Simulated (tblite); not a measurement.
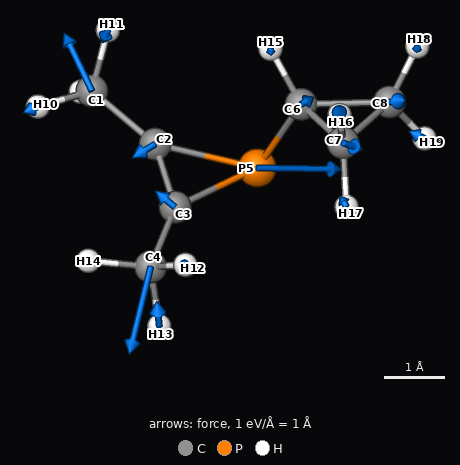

Starting geometry of C7H11P with the computed forces as blue arrows. A ball-and-stick model, seen at a tilt.

The calculation used GFN2-xTB geometry optimisation, gas phase (tblite 0.8.0). 

What follows when this structure is relaxed?

It isn't relaxed: the largest force vector, on P atoms, is 1.68 eV/Å. The final displacements have little in common with the starting forces (cosine between the two patterns 0.04). The atom that moves furthest after the best rigid fit is an H atom (1.39 Å). By element the largest moves are H 1.39 Å, C 0.75 Å, P 0.54 Å. Some distances before and after: C–P 1.794 → 1.842 Å, C–C 1.433 → 1.471 Å, C–H 1.111 → 1.089 Å, C–P 1.845 → 1.860 Å. Bond angles that change, for instance: C–C–H 120.4° → 117.9°. Groups turn about C–P by about 60°. The energy falls by 3.51 kcal/mol in 145 geometry steps.
